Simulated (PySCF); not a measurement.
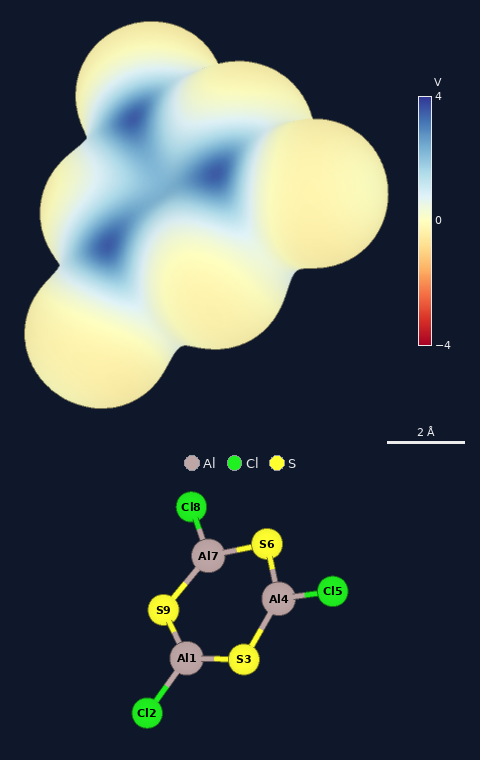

Figure. Al3Cl3S3. The electrostatic potential painted on the density surface at 0.002 e/bohr³, seen at a tilt; the colour scale runs from red (negative) to blue (positive). The bare structure is drawn below in the same view.

Geometry: PBE0-D3(BJ)/def2-SVP.

Method: PySCF 2.14.0, PBE0/pcSseg-1 Al:pcSseg-2, SCF density, gas phase, non-relativistic.

```json
{"atom": "Al", "x (Å)": "0.7431", "y (Å)": "1.8974", "z (Å)": "0.0044"}
{"atom": "Cl", "x (Å)": "1.5206", "y (Å)": "3.8337", "z (Å)": "0.0142"}
{"atom": "S", "x (Å)": "-0.3770", "y (Å)": "1.3596", "z (Å)": "1.7828"}
{"atom": "Al", "x (Å)": "-1.0150", "y (Å)": "-0.7088", "z (Å)": "1.6151"}
{"atom": "Cl", "x (Å)": "-1.9962", "y (Å)": "-1.4710", "z (Å)": "3.2929"}
{"atom": "S", "x (Å)": "-0.8176", "y (Å)": "-2.1318", "z (Å)": "-0.0126"}
{"atom": "Al", "x (Å)": "0.2988", "y (Å)": "-1.2067", "z (Å)": "-1.6256"}
{"atom": "Cl", "x (Å)": "0.5912", "y (Å)": "-2.4079", "z (Å)": "-3.3069"}
{"atom": "S", "x (Å)": "1.1851", "y (Å)": "0.7661", "z (Å)": "-1.7900"}
```

> Where is the surface potential most negative and most positive?

The most negative region (about −0.4 V) lies over Cl2, Cl5 and Cl8, the most positive (about +3.4 V) over Al1, Al4 and Al7.
